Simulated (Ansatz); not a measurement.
# CH$_{4}$OZn: single-point calculation

System: CH$_{4}$OZn.
Method: RKS B97M-V/def2-TZVPP (Ansatz 0.2.0).

The geometry comes from this level: PBE0-D4/def2-TZVP.

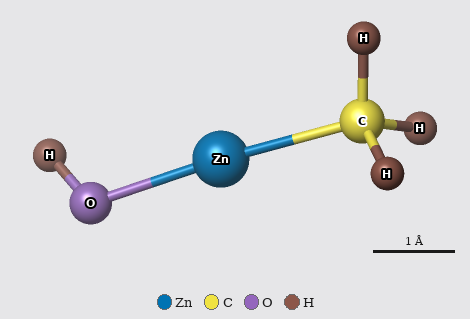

*The input geometry (ball-and-stick view, seen at a tilt). Sticks mark near contacts.*

Bond lengths as drawn: C–H 1.09 Å, C–Zn 1.92 Å, H–O 0.96 Å and O–Zn 1.78 Å.

## Results in brief

```json
{"quantity": "outcome", "value": "converged"}
{"quantity": "total energy", "value": "−51560.7067 eV"}
{"quantity": "SCF solution under orbital rotations", "value": "stable"}
{"quantity": "hardware", "value": "4 threads of Arm Neoverse V1, 23 GiB of memory available, shared host"}
{"quantity": "wall time", "value": "4.5 s (CPU time 17 s)"}
{"quantity": "peak memory", "value": "0.46 GiB"}
```

## Input file
```yaml
crystal:
  periodic: [false, false, false]
  atoms:
    - {symbol: Zn, position_ang: [0.168396, -0.364101, 0.505241]}
    - {symbol: C, position_ang: [-0.368465, 1.444985, 0.858979]}
    - {symbol: O, position_ang: [0.645656, -2.019044, 0.056376]}
    - {symbol: H, position_ang: [-1.369063, 1.473354, 1.294781]}
    - {symbol: H, position_ang: [-0.380151, 2.026403, -0.065380]}
    - {symbol: H, position_ang: [0.323274, 1.923656, 1.555017]}
    - {symbol: H, position_ang: [0.915828, -2.600869, 0.767658]}
basis:
  gaussian: {orbitals: def2-TZVPP}
hamiltonian: {xc: {name: B97M-V}}
```

Run as:
```bash
ansatz run in.yaml --threads 4 --pin off --events-out ev --progress --plain --max-ram 9574MiB
```

## The program's output
```
Functional definition: B97M-V
  name "B97M-V"
  cite "Mardirossian & Head-Gordon, J. Chem. Phys. 142, 074111 (2015) doi:10.1063/1.4907719"
  cite "Becke, J. Chem. Phys. 107, 8554 (1997) doi:10.1063/1.475007"
  cite "Vydrov & Van Voorhis, J. Chem. Phys. 133, 244103 (2010) doi:10.1063/1.3521275"
  # Of w^i u^j: cxij and so on, Table III.
  parameter cx00 = 1.000
  parameter cx01 = 1.308
  parameter cx02 = 1.901
  parameter cx10 = 0.416
  parameter cx11 = 3.070
  parameter css00 = 1.000
  parameter css02 = -1.855
  parameter css10 = -5.668
  parameter css32 = -20.497
  parameter css42 = -20.364
  parameter cos00 = 1.000
  parameter cos01 = 1.573
  parameter cos03 = -6.298
  parameter cos10 = 2.535
  parameter cos32 = -6.427
  parameter b = 6.0
  parameter c = 0.01
  gx(w, u) = cx00 + cx01*u + cx02*u^2 + (cx10 + cx11*u)*w
  gss(w, u) = css00 + css02*u^2 + css10*w + (css32*w^3 + css42*w^4)*u^2
  gos(w, u) = cos00 + cos01*u + cos03*u^3 + cos10*w + cos32*w^3*u^2
  exchange = spin_sum(e_x_unif_s*gx(b97_w, b97_u_x))
  correlation = spin_sum(e_c_pw_mod_same_spin*gss(b97_w, b97_u_same))
      + integral(e_c_pw_mod_opposite_spin*gos(b97_w_opposite, b97_u_opposite)) + vv10(b, c)
1066 factors; their error is unknown
mean field evaluation 1: about -51545.2743 eV, gradient 9.2e1 eV
mean field evaluation 2: about -51463.8442 eV, gradient 2.0e2 eV
mean field evaluation 4: about -51559.9897 eV, gradient 2.0e1 eV
mean field evaluation 8: about -51560.7203 eV, gradient 7.5e-2 eV
mean field evaluation 16: about -51560.7066 eV, gradient 1.4e-4 eV
mean field -51560.70658980 eV, -1894.8210180730 hartree, gradient 1.4e-5 eV, S^2 0.000000; 0 other end points of the search recorded, 0 dependent functions left out
reference -51560.70665295 eV, -1894.8210203937 hartree; 24, 24 occupied and 158, 158 virtual orbitals, 1066 factors
Total energy: -51560.70665295 eV, -1894.8210203937 hartree
```
